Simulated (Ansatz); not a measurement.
**BH3Cl− (SMILES [BH3-]Cl) at FCI/STO-3G**

What is the vertical ionisation energy of BH3Cl− at FCI/STO-3G? 

Program for the calculation: Ansatz 0.2.0.

3 further runs of the same task are left out: 3 that didn't finish.

## Step 1: The molecule

BH3Cl− has 5 atoms, charge -1, and is taken as a singlet. SMILES: `[BH3-]Cl`. The shape is that of a GFN2-xTB optimisation.

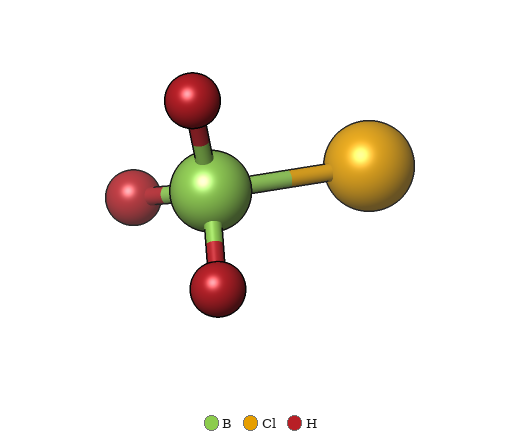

The structure, seen from a chosen angle (boron green, chlorine amber, hydrogen red).

## Step 2: A single-point energy at FCI/STO-3G

input.yaml

```yaml
basis:
  gaussian:
    orbitals: STO-3G
crystal:
  periodic: [false, false, false]
  atoms:
    - {symbol: B, position_ang: [0.082390, -0.047870, 0.135930]}
    - {symbol: Cl, position_ang: [-0.845860, 0.496450, -1.396970]}
    - {symbol: H, position_ang: [1.223080, -0.254620, -0.203070]}
    - {symbol: H, position_ang: [-0.460100, -1.051350, 0.532730]}
    - {symbol: H, position_ang: [0.000500, 0.857390, 0.931390]}
total_charge: -1
magnetization:
  spin_polarized: false
  initial_magnetization: 0
correlation:
  method: fci
  frozen_orbitals: {B: 1, Cl: 5, H: 0}
accuracy: high
```

On the command line:

```
$ ansatz run input.yaml --threads 1 --pin off --max-ram 2610MiB --events-out events.jsonl --progress --plain --runs-dir runs
```

Output:

```text
Warning: RAYON_NUM_THREADS=1 ignored (pool sized by the plan → 1); use --threads N
Functional definition: HF
  name "HF"
  exchange = exact_x
  correlation = 0
282 factors; integrals over basis functions are off by at most 6.2e-9 eV
mean field evaluation 1: about -13078.3837 eV, gradient 1.4e1 eV
mean field evaluation 2: about -13078.4433 eV, gradient 1.3e1 eV
mean field evaluation 4: about -13079.2761 eV, gradient 5.8e-1 eV
mean field evaluation 8: about -13079.2768 eV, gradient 4.3e-5 eV
mean field -13079.27684582 eV, -480.6545586315 hartree, gradient 9.6e-8 eV, S^2 0.000000; 0 other end points of the search recorded, 0 dependent functions left out
6 core orbitals not correlated: weight in the atoms' cores, before any rotation towards them, 1.000 or more for the frozen orbitals, at most 0.000 for the correlated occupied ones
reference -13079.27684582 eV, -480.6545586315 hartree; 7, 7 occupied and 4, 4 virtual orbitals, 282 factors
state -13080.99513415 eV, -480.7177045630 hartree
Total energy: -13080.99513415 eV, -480.7177045630 hartree
```

Run time: 0.44 s. Hardware: 1 thread of Arm Neoverse V1, shared host.

## Step 3: Doublet neutral BH3Cl at the same level

molecule.yaml

```yaml
basis:
  gaussian:
    orbitals: STO-3G
crystal:
  periodic: [false, false, false]
  atoms:
    - symbol: B
      position_ang: [0.082390, -0.047870, 0.135930]
    - symbol: Cl
      position_ang: [-0.845860, 0.496450, -1.396970]
    - symbol: H
      position_ang: [1.223080, -0.254620, -0.203070]
    - symbol: H
      position_ang: [-0.460100, -1.051350, 0.532730]
    - symbol: H
      position_ang: [0.000500, 0.857390, 0.931390]
magnetization:
  spin_polarized: true
  initial_magnetization: 1
correlation:
  method: fci
  frozen_orbitals: {B: 1, Cl: 5, H: 0}
accuracy: high
```

On the command line:

```
$ ansatz run molecule.yaml --threads 1 --pin off --max-ram 2610MiB --events-out events.jsonl --progress --plain --runs-dir runs
```

Output:

```text
Warning: RAYON_NUM_THREADS=1 ignored (pool sized by the plan → 1); use --threads N
[... 4 set-up lines as earlier in the session ...]
282 factors; integrals over basis functions are off by at most 6.2e-9 eV
mean field evaluation 1: about -13075.5996 eV, gradient 1.1e1 eV
mean field evaluation 2: about -13075.6466 eV, gradient 1.1e1 eV
mean field evaluation 4: about -13077.1989 eV, gradient 1.7e0 eV
mean field evaluation 8: about -13077.5952 eV, gradient 4.1e-1 eV
mean field evaluation 16: about -13077.6011 eV, gradient 7.4e-6 eV
mean field evaluation 32: about -13077.6002 eV, gradient 1.2e-2 eV
mean field evaluation 64: about -13077.4505 eV, gradient 1.6e0 eV
mean field evaluation 96: about -13077.6011 eV, gradient 2.1e-4 eV
mean field evaluation 128: about -13077.6011 eV, gradient 5.9e-3 eV
mean field -13077.60107692 eV, -480.5929752604 hartree, gradient 5.5e-8 eV, S^2 0.753439; 8 other end points of the search recorded, 0 dependent functions left out
6 core orbitals not correlated: weight in the atoms' cores, before any rotation towards them, 1.000 or more for the frozen orbitals, at most 0.000 for the correlated occupied ones
reference -13077.57545810 eV, -480.5920337863 hartree; 7, 6 occupied and 4, 5 virtual orbitals, 282 factors
state -13079.57973315 eV, -480.6656895356 hartree
Total energy: -13079.57973315 eV, -480.6656895356 hartree
```

It took 2.1 s on 1 thread of Arm Neoverse V1, shared host.

## Step 4: Outcome

At FCI/STO-3G, 6 core orbitals frozen:

| quantity | value |
| --- | --- |
| singlet BH3Cl−: total energy | -480.71770 Eh |
| singlet BH3Cl−: correlation energy (6 core orbitals frozen) | -63.1 mEh |
| doublet neutral BH3Cl: total energy | -480.66569 Eh |
| doublet neutral BH3Cl: correlation energy (6 core orbitals frozen) | -73.7 mEh |
| vertical detachment energy (to the doublet neutral) | 1.415 eV |

**Reading.** Removing an electron at fixed nuclei costs 1.42 eV (33 kcal/mol). In a minimal basis such a difference can be off by several eV, whatever the method.
